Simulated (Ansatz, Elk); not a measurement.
## NbSi: X-ray structure factors from the self-consistent density

The structure of NbSi used here is made up (a known structure type with other elements) and was relaxed beforehand with PBE. The aim is the Fourier transform of its all-electron density, F(hkl), set beside the sum over free spherical atoms that refinements use.

Program: Elk 11.2.3 (patched build). Level of theory: DFT, PBE, all-electron APW+lo, Dirac cores, scalar-relativistic bands, static density, no spin. Results are calculated unless marked as measured.

The structure was built from a prototype and need not be the compound's stable phase.

## 1. The starting structure

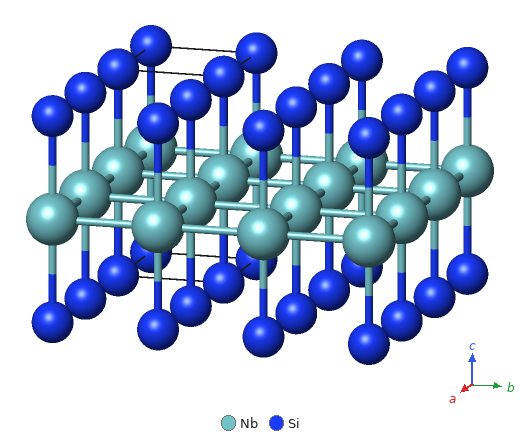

The starting structure, seen slightly off an axis (niobium teal, silicon blue). 3×3×1 cells are drawn. Some periodic images of atoms are drawn too.

## 2. Ground state and structure factors

An all-electron density is needed, since X-rays see the cores too. Task 0 finds the density and task 195 Fourier-transforms it; tshift is off so that phases refer to the origin typed.

elk.in reads:

```
tasks
  0
  195

xctype
  20

spinpol
  .false.

rgkmax
  7.0

gmaxvr
  14.0

lmaxo
  7

lmaxapw
  8

swidth
  0.002

tshift
  .false.

ramdisk
  .false.

hmaxvr
  5.5

maxscl
  120

epspot
  1e-06

sppath
  './'

avec
  5.07469557684 0.00000000000 0.00000000000
  0.00000000000 5.07469557684 0.00000000000
  0.00000000000 0.00000000000 9.71196671394

atoms
  2
  'Nb.in'
  1
  0.0000000000 -0.0000000000 0.5000000000   0.000000 0.000000 0.000000
  'Si.in'
  1
  -0.0000000000 0.0000000000 0.0000000000   0.000000 0.000000 0.000000

ngridk
  8 8 5
```

On the command line:

```sh
$ OMP_NUM_THREADS=4 elk
```

Numbers of over 12 decimals in the logs are rounded to 6 here.

The program printed:

```text
┌─────────────────────────┐
│ Elk code version 11.2.3 │
└─────────────────────────┘

All units are atomic (Hartree, Bohr, etc.)

┌─────────────────────────────────────────────────┐
│ Ground-state run starting from atomic densities │
└─────────────────────────────────────────────────┘

Lattice vectors :
   5.074695577       0.000000000       0.000000000
   0.000000000       5.074695577       0.000000000
   0.000000000       0.000000000       9.711966714

Reciprocal lattice vectors :
   1.238140340       0.000000000       0.000000000
   0.000000000       1.238140340       0.000000000
   0.000000000       0.000000000      0.6469529285

Unit cell volume      :    250.1077646
Brillouin zone volume :   0.9917733414

Muffin-tin inner radius fraction :   0.1000000000E-01

Nuclei treated as point charges

Species : 1 (Nb)
 parameters loaded from : Nb.in
 name : niobium
 nuclear charge    :   -41.00000000
 electronic charge :    41.00000000
 atomic mass :    169357.9704
 muffin-tin radius :    2.512347788
 number of radial points in muffin-tin :   1193
 inner part over the whole radius :   0.9898475025E-02
 number on inner part of muffin-tin    :    847
 approximate nuclear radius :   0.8268951942E-04
 number of mesh points to nuclear radius :    419
 atomic positions (lattice), magnetic fields (Cartesian) :
  1 :   0.00000000  0.00000000  0.50000000    0.00000000  0.00000000  0.00000000

Species : 2 (Si)
 parameters loaded from : Si.in
 name : silicon
 nuclear charge    :   -14.00000000
 electronic charge :    14.00000000
 atomic mass :    51196.73458
 muffin-tin radius :    2.200000000
 number of radial points in muffin-tin :    793
 inner part over the whole radius :   0.9899632250E-02
 number on inner part of muffin-tin    :    553
 approximate nuclear radius :   0.5963282101E-04
 number of mesh points to nuclear radius :    246
 atomic positions (lattice), magnetic fields (Cartesian) :
  1 :   0.00000000  0.00000000  0.00000000    0.00000000  0.00000000  0.00000000

Total number of atoms per unit cell :    2
Total muffin-tin volume :    111.0266759
 ratio of muffin-tin to unit cell volume :   0.4439153501

Spin treatment :
 spin-unpolarised

Number of Bravais lattice symmetries :   16
Number of crystal symmetries         :   16
Crystal has inversion symmetry
Real symmetric eigensolver will be used

k-point grid :      8     8     5
k-point offset :    0.000000000       0.000000000       0.000000000
k-point set is reduced with full crystal symmetry group
Total number of k-points :       45

Muffin-tin radius times maximum |G+k| :    7.000000000
 using average radius
Maximum |G+k| for APW functions       :    2.970918240
Maximum (1/2)|G+k|²                   :    4.413177596
Maximum |G| for potential and density :    14.00000000
Constant for pseudocharge density :    9
 order of it for each species :   16  16
 order of it for pair densities of each species (exact exchange by exxq0 0: 17) :   11   8
Radial integration step length :    1

G-vector grid sizes :     24    24    45
Number of G-vectors :    11587

Maximum angular momentum used for
 APW functions            :    8
 outer part of muffin-tin :    7
 inner part of muffin-tin :    2

Total nuclear charge    :   -55.00000000
Total core charge       :    38.00000000
Total valence charge    :    17.00000000
Total excess charge     :    0.000000000
Total electronic charge :    55.00000000

Effective Wigner radius, rₛ :    1.027760586

Number of empty states         :      8
Total number of valence states :     17
Total number of core states    :     38

Third-order local-orbitals added for an l without core states : T
Total number of local-orbitals :     22

Exchange-correlation functional :     20     0     0
 Perdew-Burke-Ernzerhof, Phys. Rev. Lett. 77, 3865 (1996)
 gradient requirement :    1
 generalised gradient approximation (GGA)

Smearing type :    3
 Fermi-Dirac
Smearing width :   0.2000000000E-02
Effective electronic temperature (K) :    631.5500496

Mixing type :    3
[...]
xc potential                :     -179.08301772069
 exchange                    :     -137.09222912502
 correlation                 :     -2.680601
 electron entropic           :    -0.59604297570579E-03
 total energy                :     -4111.0761269279

Density of states at Fermi energy :    47.79258182
 (states/Hartree/unit cell)

Estimated indirect band gap :   0.2871654369E-03
 from k-point 30 to k-point 38
Estimated direct band gap   :   0.2077759184E-01
 at k-point 9

Charges :
 core                        :    38.00000000
 valence                     :    17.00000000
 interstitial                :    3.869619464
 muffin-tins (core leakage)
  species : 1 (Nb)
   atom 1                    :    38.87359414     (  0.1616026314E-05)
  species : 2 (Si)
   atom 1                    :    12.25678639     (  0.1359813026E-02)
 total in muffin-tins        :    51.13038054
 total calculated charge     :    54.99733578
 total charge                :    55.00000000
 error                       :   0.2664217490E-02

RMS change in Kohn-Sham potential (target) :   0.4045097708     (  0.1000000000E-05)
Absolute change in total energy (target)   :   0.1370803518     (  0.1000000000E-03)

[... loops 3 to 13 left out ...]

┌──────────────────┐
│ Loop number : 14 │
└──────────────────┘

Energies :
 Fermi                       :     0.321061
 sum of occupied eigenvalues :     -2424.8391655217
 electron kinetic            :      4244.9506997160
 core electron kinetic       :      4157.9340467603
 Coulomb                     :     -8215.4574075951
 Coulomb potential           :     -6487.6341553303
 nuclear-nuclear             :     -461.65172346723
 electron-nuclear            :     -9030.7612298332
 Hartree                     :      1276.9555457053
 Madelung                    :     -4971.6403299300
 xc potential                :     -182.15570990733
 exchange                    :     -137.27174960598
 correlation                 :     -2.680948
 electron entropic           :    -0.55325424924068E-03
 total energy                :     -4110.4599585484

Density of states at Fermi energy :    43.83508235
 (states/Hartree/unit cell)

Estimated indirect band gap :   0.2348677662E-02
 from k-point 30 to k-point 18
Estimated direct band gap   :   0.2487862452E-01
 at k-point 10

Charges :
 core                        :    38.00000000
 valence                     :    17.00000000
 interstitial                :    3.679494728
 muffin-tins (core leakage)
  species : 1 (Nb)
   atom 1                    :    39.15942030     (  0.1512604957E-05)
  species : 2 (Si)
   atom 1                    :    12.16108497     (  0.1324661518E-02)
 total in muffin-tins        :    51.32050527
 total calculated charge     :    54.99735585
 total charge                :    55.00000000
 error                       :   0.2644153620E-02

RMS change in Kohn-Sham potential (target) :   0.7992210154E-06 (  0.1000000000E-05)
Absolute change in total energy (target)   :   0.7251200805E-04 (  0.1000000000E-03)

Convergence targets achieved

┌──────────────────┐
│ Loop number : 15 │
└──────────────────┘

Energies :
 Fermi                       :     0.321062
 sum of occupied eigenvalues :     -2424.8391677938
 electron kinetic            :      4244.9507019885
 core electron kinetic       :      4157.9340469169
 Coulomb                     :     -8215.4574100570
 Coulomb potential           :     -6487.6341484050
 nuclear-nuclear             :     -461.65172346723
 electron-nuclear            :     -9030.7612424945
 Hartree                     :      1276.9555559047
 Madelung                    :     -4971.6403358545
 xc potential                :     -182.15572137719
 exchange                    :     -137.27174973250
 correlation                 :     -2.680948
 electron entropic           :    -0.55325487308280E-03
 total energy                :     -4110.4599588657

Density of states at Fermi energy :    43.83513315
 (states/Hartree/unit cell)

Estimated indirect band gap :   0.2348652117E-02
 from k-point 30 to k-point 18
Estimated direct band gap   :   0.2487858022E-01
 at k-point 10

Charges :
 core                        :    38.00000000
 valence                     :    17.00000000
 interstitial                :    3.679494279
 muffin-tins (core leakage)
  species : 1 (Nb)
   atom 1                    :    39.15942113     (  0.1512607138E-05)
  species : 2 (Si)
   atom 1                    :    12.16108459     (  0.1324661755E-02)
 total in muffin-tins        :    51.32050572
 total calculated charge     :    54.99735585
 total charge                :    55.00000000
 error                       :   0.2644154091E-02

┌──────────────────────────────┐
│ Self-consistent loop stopped │
└──────────────────────────────┘

Warning : core states of species 2 leak from the muffin-tin :   0.1324661755E-02

Wrote STATE.OUT
```

Run time: 6.9 s. Hardware: 4 threads of Arm Neoverse V2, shared host; peak memory 0.19 GiB; 17 s of CPU time.

SFACRHO.OUT:

```text

h k l indices transformed by vhmat matrix:
   1.000000000       0.000000000       0.000000000    
   0.000000000       1.000000000       0.000000000    
   0.000000000       0.000000000       1.000000000    

      h      k      l  multipl.   |H|            Re(F)            Im(F)           |F|

      0      0      0      1   0.0000000       54.999999     -0.25767917E-17   54.999999    
      0      0      1      2  0.64695293      -25.493944      0.41674956E-14   25.493944    
      0      1      0      4   1.2381403       42.797489      0.14593898E-16   42.797489    
      0      0     -2      2   1.2939059       42.078691      0.79473073E-14   42.078691    
      1      0     -1      8   1.3969752      -22.068112     -0.38793823E-14   22.068112    
     -1     -1      0      4   1.7509949       37.803067      0.50705493E-17   37.803067    
      1      0      2      8   1.7908612       37.442306     -0.71039709E-14   37.442306    
      1     -1     -1      8   1.8666899      -20.015521     -0.35069106E-14   20.015521    
      0      0      3      2   1.9408588      -20.067085      0.10558662E-13   20.067085    
      1      1     -2      8   2.1771944       34.452052      0.65265538E-14   34.452052    
      1      0     -3      8   2.3021565      -18.299862     -0.95806784E-14   18.299862    
      2      0      0      4   2.4762807       32.738519     -0.17667837E-16   32.738519    
     -2      0      1      8   2.5593972      -17.373448      0.30071252E-14   17.373448    
      0      0      4      2   2.5878117       31.923021     -0.11969479E-13   31.923021    
      1     -1     -3      8   2.6139847      -17.088131     -0.89149338E-14   17.088131    
      2      1      0      8   2.7685660       30.730496     -0.10072391E-17   30.730496    
      0     -2      2      8   2.7939503       30.572858     -0.57741742E-14   30.572858    
      1      2     -1     16   2.8431506      -16.397485     -0.28498213E-14   16.397485
```

Elk indexes on the primitive cell of elk.in and gives |H| = 4π sin θ/λ in inverse bohr. Below, one row stands for each form hkl of the conventional cell (m members, Friedel mates merged), F is for one primitive cell and the density is static (no thermal factor). Free-atom factors are Waasmaier and Kirfel's, and R is Σm||F|−|F'||/Σm|F|.

```csv
hkl,m,sin θ/λ (Å⁻¹),"abs F, DFT",neutral atoms,diff.
001,2,0.097,25.494,25.557,-0.064
100,4,0.186,42.797,42.939,-0.141
002,2,0.195,42.079,42.348,-0.270
101,8,0.210,22.068,22.312,-0.244
110,4,0.263,37.803,37.985,-0.182
102,8,0.269,37.442,37.639,-0.197
111,8,0.281,20.015,20.082,-0.066
003,2,0.292,20.067,19.736,+0.331
112,8,0.327,34.452,34.541,-0.089
103,8,0.346,18.300,18.160,+0.140
200,4,0.372,32.739,32.435,+0.303
201,8,0.385,17.373,17.190,+0.183
004,2,0.389,31.923,31.709,+0.213
113,8,0.393,17.088,17.003,+0.086
210,8,0.416,30.730,30.596,+0.135
202,8,0.420,30.573,30.445,+0.128
211,16,0.428,16.398,16.285,+0.112
104,8,0.431,30.111,30.009,+0.101
```

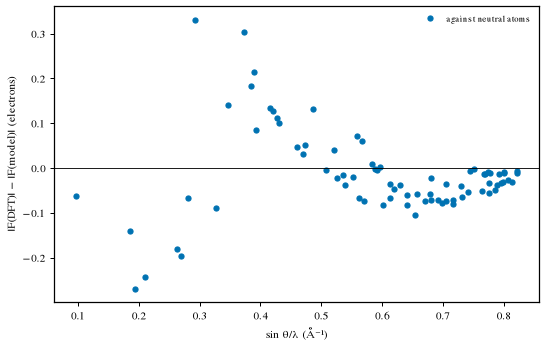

Difference between the calculated structure factors and the independent-atom ones.

## 3. The highest occupied states alone

An energy window below the Fermi level keeps the highest occupied states, to see at which angles they scatter; shallow core shells can lie inside it and anion s states outside. No new self-consistency is needed.

Changes to elk.in since step 2:

```diff
@@ -1,3 +1,2 @@
 tasks
-  0
   195
@@ -40,2 +39,5 @@
 
+wsfac
+  -0.230180 0.621060
+
 sppath
```

On the command line:

```sh
$ OMP_NUM_THREADS=4 elk
```

The program printed:

```text
┌─────────────────────────────────┐
│ Elk code version 11.2.3 started │
└─────────────────────────────────┘

Info(readinput): the functional depends on the density's gradient
 muffin-tin radial points multiplied by    2.00000
 (not where nrmtscf is given)

┌────────────────────┐
│ Current task : 195 │
└────────────────────┘
Info(checkmt): changed muffin-tin radius of species 1 (Nb) from   2.6000 to   2.5123

Info(sfacrho): density structure factors written to SFACRHO.OUT

 Energy window :  -0.2301800000      0.6210600000

┌──────────────────┐
│ Elk code stopped │
└──────────────────┘
```

The job ended after 2.5 s (4 threads; peak memory 0.19 GiB).

States within 15 eV below the Fermi level hold 9.00 electrons; any levels below the window count with the cores. Their amplitudes can exceed the total, where window and core parts have opposite phase:

```
hkl  sin θ/λ (Å⁻¹)  abs F, window  abs F, all
001          0.097          0.567      25.494
100          0.186          1.637      42.797
002          0.195          1.295      42.079
101          0.210          0.186      22.068
110          0.263          0.242      37.803
102          0.269          0.169      37.442
111          0.281          0.229      20.015
003          0.292          0.578      20.067
112          0.327          0.099      34.452
103          0.346          0.225      18.300
```

(Part 1 of 2 ends here.)

[Logs are printed without paths, hosts, clocks, repeated set-up lines and the standing remarks that a program may print on its own settings, such as how far it seeks lower states.]

[Hosts, paths, dates, database ids (printed as entryN), source tags and the programs' standing remarks are cut or masked in the printed files.]
